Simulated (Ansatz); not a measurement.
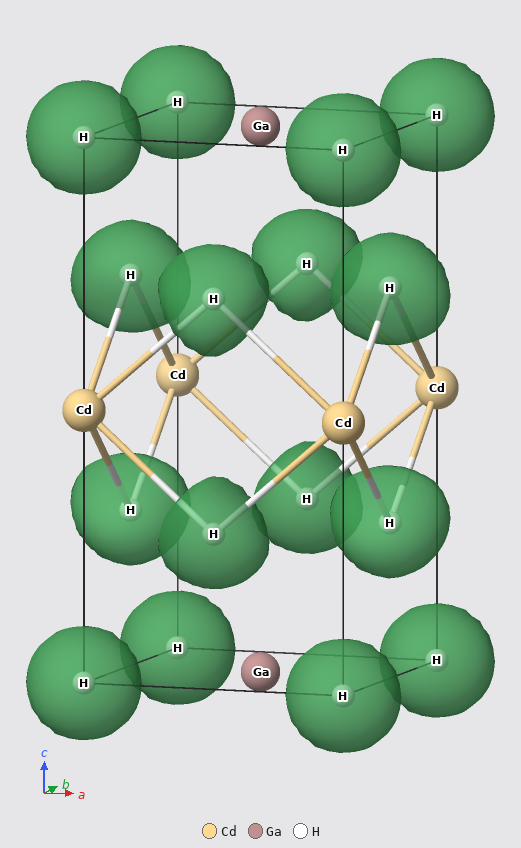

*CdGaH5. Isosurface of the electron localisation function at 0.8 (green), seen slightly off an axis. Core shells and regions of very low density are left out. Sticks mark near contacts.*

Space group P4/mmm; a structure from a database of computed crystals, not necessarily the ambient phase; started from the SiSnPd5-123 prototype, which need not be the ambient phase.

The calculation used Ansatz, DFT, r2SCAN+rVV10, plane waves, PAW.

Core electrons are frozen (PAW), and the valence fields are smoothed inside the atomic spheres.

### Where are the electrons localised?

The ELF exceeds this value in five regions around hydrogen nuclei, counted in one cell of 7 atoms. Regions shared between cells count once. Profiles from the grid: Cd–H (2.03 Å): the ELF climbs to about 1 towards the hydrogen. Ga–H (2.18 Å): the ELF climbs to about 1 towards the hydrogen.
